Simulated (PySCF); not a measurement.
CH₉BF₂Si₃

Input file:

```
{"job": {"kind": "nmr", "xc": "PBE0", "basis": "pcSseg-1"}, "charge": 0, "multiplicity": 1}
F      3.074139    -1.449280     0.422422
B      2.134735    -0.571727     0.737703
C      1.817434     0.586789    -0.233193
Si     0.560191    -0.045598    -1.546666
Si    -1.372752    -0.698524    -0.448459
F     -2.502771    -0.793872    -1.621281
Si    -2.263789     0.631467     1.231813
H      1.546347    -0.792087     1.734269
H      2.692200     0.919944    -0.786660
H      1.378204     1.452104     0.258191
H      1.227955    -1.085983    -2.345117
H      0.376243     1.092782    -2.466993
H     -1.324612    -2.114664    -0.053530
H     -2.726613     1.930770     0.731652
H     -1.226542     0.909686     2.231241
H     -3.397969     0.037139     1.945647
```

Launched as:

```sh
OMP_NUM_THREADS=1 python probes_run.py task.json out
```

Geometry: GFN2-xTB.

Level of theory: PySCF 2.14.0, PBE0/pcSseg-1, SCF density, gas phase, non-relativistic.

What will maps of the electron density and electron localisation function show?

Si–F (1.63 Å): the density is about 1 e/Å³ at the midpoint; the ELF peaks at about 0.85 in the valence shell of F, 0.6 Å from its nucleus, and is about 0.50 at the midpoint.
Si–Si (2.32 Å): ρ is about 0.67 e/Å³ halfway; the ELF peaks at about 1 between the atoms (localised, covalent bonding).

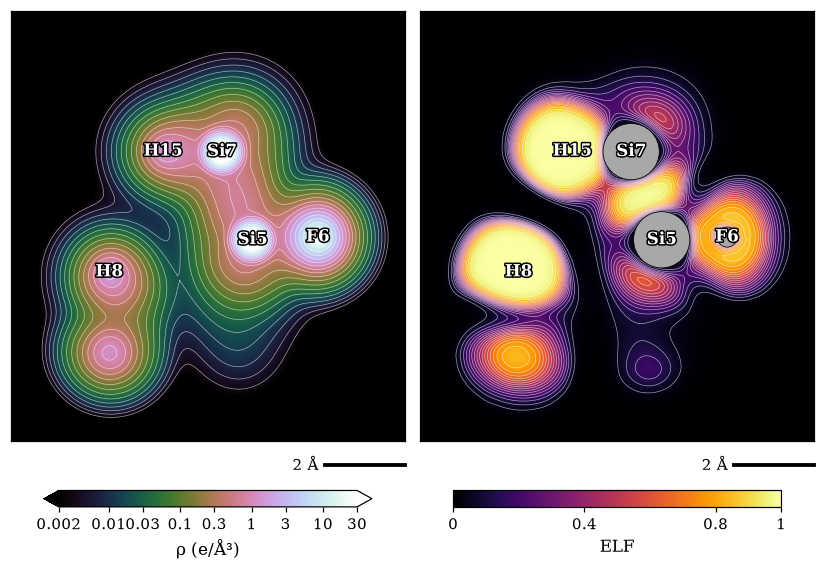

Computed electron density and electron localisation function on the plane of atoms F6, Si5 and Si7, in this order. Grey discs cover the atomic cores in the ELF map. 
